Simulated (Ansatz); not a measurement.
## Strength of the O–Ge bond: Ge(OH)3 → Ge(OH)2 + OH

Species: Ge(OH)3, doublet; Ge(OH)2, singlet; OH, doublet. 

Shapes, held fixed at every level: PBE0-D4/def2-TZVP. Flexible molecules stand in one conformer, not always the lowest. Programs: Ansatz 0.2.0. The zero-point and thermal change to 298 K, harmonic and unscaled (PBE0-D4/def2-TZVP), is -10.5 kJ/mol.

| level | kind | ΔH(298 K) (kJ/mol) | less CCSD(T)/def2-TZVPP | CPU time (sum over the molecules) |
| --- | --- | --- | --- | --- |
| HF/def2-TZVPP | Hartree–Fock | +150.2 | -74.9 | – |
| PBE-D4/def2-TZVPP | GGA | +233.1 | +8.0 | 7.3 s |
| B3LYP-D4/def2-TZVPP | global hybrid | +207.8 | -17.3 | 9.8 s |
| PBE0-D4/def2-TZVPP | global hybrid | +227.4 | +2.3 | 8.1 s |
| wB97M-V/def2-TZVPP | range-separated hybrid | +217.5 | -7.6 | 24 s |
| wB97X-V/def2-TZVPP | range-separated hybrid | +223.9 | -1.2 | 19 s |
| CCSD/def2-TZVPP | coupled cluster or CI | +217.6 | -7.5 | – |
| CCSD(T)/def2-TZVPP | coupled cluster or CI | +225.1 | 0.0 | 5.2 min |

The highest level, CCSD(T)/def2-TZVPP, gives ΔH(298 K) = +225.1 kJ/mol; the levels span +150.2 to +233.1. A fragment pairs its electrons up again, so this isn't a typical strength of such a bond. The column of differences is taken from that level and isn't an error. No measured value is set beside it here. Open shells run unrestricted unless RO is named. Relativity is left out for Ge unless named. Correlated rows may include outer-core shells of Ge, which these sets cover unevenly. Times are processor times on shared x86 and Arm servers, and rough.

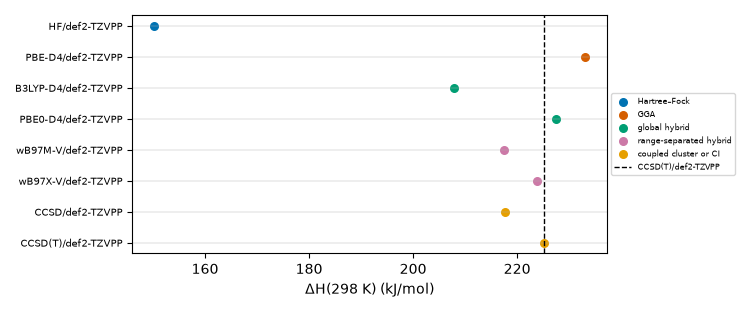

The values of the table, level by level.
